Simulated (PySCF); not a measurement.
## A study: F$_{2}$GeH$_{2}$, SMILES `F[GeH2]F`

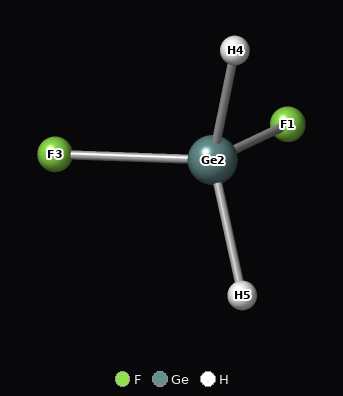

The molecule, with its atoms numbered as below. No frequency check shows the geometry to be a minimum.

Cartesian coordinates (Å):

```
F1       1.3376    0.7338    0.0001
Ge2     -0.0001   -0.3485    0.0000
F3      -1.3374    0.7340   -0.0001
H4      -0.0008   -1.0282    1.3261
H5       0.0008   -1.0282   -1.3261
```

Part 1: Bonding charge

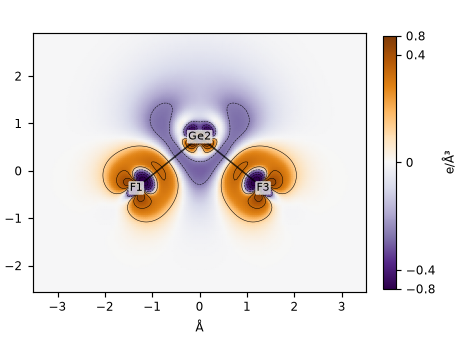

Deformation density (molecule less spherical, spin-averaged free atoms) in the plane of F1, Ge2 and F3; colour scale in e/Å³, logarithmic beyond ±0.1; orange: gain, purple: loss.

Level of theory: PBE0/def2-TZVP (PySCF), at a geometry from GFN2-xTB.

> How much density has each bond in this plane gained at its critical point, relative to the free atoms?

Ge2–F3 and F1–Ge2: +0.03 e/Å³ at the bond critical point (bond length 1.72 Å, Mayer order 1.0); up to 0.6 Å beside the axis the gain reaches +0.22 e/Å³. In all, 1.2 electrons gather in the regions of gain relative to the promolecule. A small or negative value marks a very polar bond, one between electron-rich atoms, whose free-atom densities already overlap strongly, a long bond to a heavier atom, or a closed-shell contact such as a hydrogen bond.

> Where do the Hirshfeld charges lie?

The highest Hirshfeld charge is on Ge2 (+0.56 e), the lowest on F1 and F3 (−0.24 e).

```json
{"atom": "F1", "charge (e)": "−0.24"}
{"atom": "Ge2", "charge (e)": "+0.56"}
{"atom": "F3", "charge (e)": "−0.24"}
{"atom": "H4", "charge (e)": "−0.03"}
{"atom": "H5", "charge (e)": "−0.03"}
```

Part 2: Bond critical points

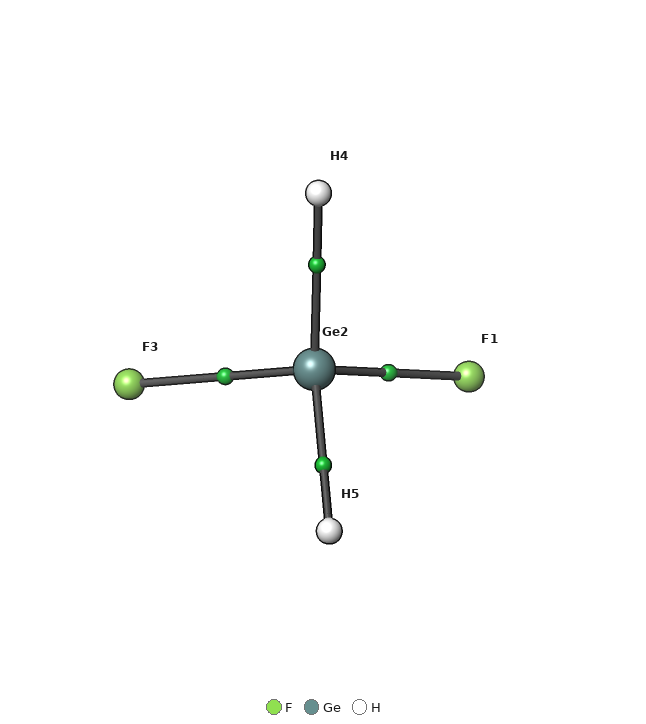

Molecular graph of the electron density (QTAIM): bond paths, bond critical points (green), ring points (magenta, if any); weak paths are dashed.

> How many critical points of each kind are there, and does the count close?

5 nuclei, 4 bond, 0 ring and 0 cage critical points: 5 − 4 + 0 − 0 = 1, as the Poincaré–Hopf relation requires.

> What does the calculation give at each kind of bond critical point?

```csv
bond,length (Å),ρ (a.u.),∇²ρ (a.u.),ε,H (a.u.)
Ge2–H4 (2 alike),1.490,0.149,+0.05,0.02,−0.095
Ge2–F3 (2 alike),1.721,0.148,+0.87,0.01,−0.052
```

> What kind of interaction is Ge2–H4?

Polar or intermediate (positive Laplacian, negative energy density H): ρ = 0.149, ∇²ρ = +0.05, H = −0.095 a.u.

Part 3: Local ionisation energy

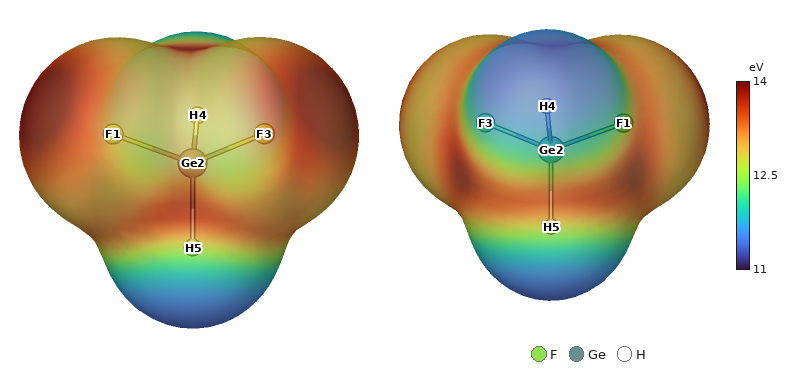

Average local ionisation energy on the surface of electron density 0.001 a.u. (back view left, front view right).

> Where are the most loosely bound electrons on this surface?

The lowest value is 11.4 eV, 1.4 Å from H5, and at like points elsewhere. Further minima include 12.8 eV, 1.7 Å from F1, and at like points elsewhere; 12.8 eV, 1.7 Å from F1. For comparison, the highest occupied orbital lies at −10.2 eV.

> What volume does the surface enclose, and what is the dipole moment?

About 71 Å³; the dipole moment is 2.9 D.

Part 4: In an electric field

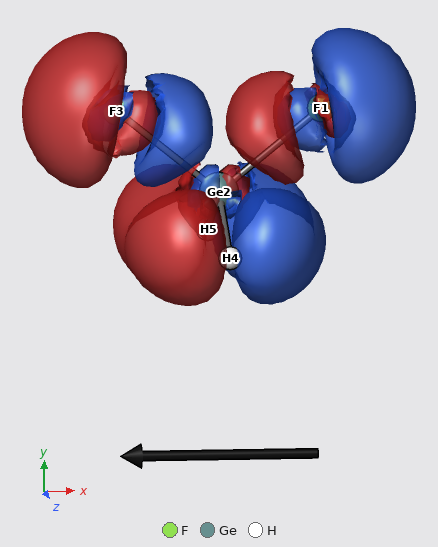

Change of the electron density in a uniform field of 0.21 V/Å along −x (arrow), surfaces at ±0.001 e/Å³ (blue: gain, red: loss).

Method: PBE0/def2-TZVP; geometry: GFN2-xTB; program: PySCF. A basis without diffuse functions makes polarisabilities too small.

The field was applied in both directions; the picture shows the one opposite to the script's first.

> What dipole is induced, and what polarisability does it imply?

The induced dipole is 0.26 D (along the field); α along this axis, from the fields in both directions, is 26 bohr³ (3.8 Å³).

Part 5: Removing or adding an electron

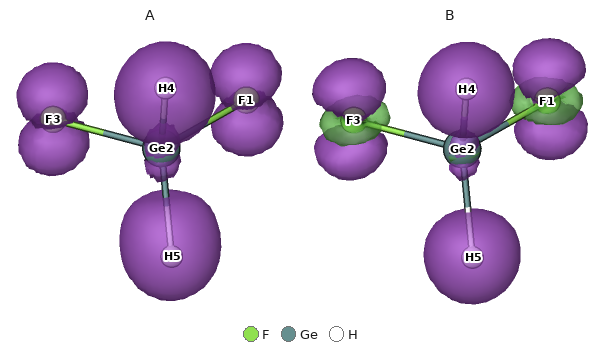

The Fukui function f⁻ from two separate SCF calculations and the density of the HOMO, at ±0.05 e/Å³ (purple positive, green negative).

> Which panel is which, and how good is the frozen-orbital picture?

B is f⁻ (it has negative regions), A the HOMO density. The HOMO lies on Ge2 (26 %), H4 and H5 (19 % each) and F1 and F3 (18 % each); f⁻ (Hirshfeld-condensed) is largest on Ge2 (0.26), F1 and F3 (0.19 each) and H4 and H5 (0.18 each); the vertical ionisation energy is 12.73 eV. Relaxation shifts 1 % of the electron between atoms. The orbital energy is −10.16 eV.

The PySCF runs shown took 8.8 s, 18 s and 2.5 min on 1 thread of Arm Neoverse V1, on a shared host.
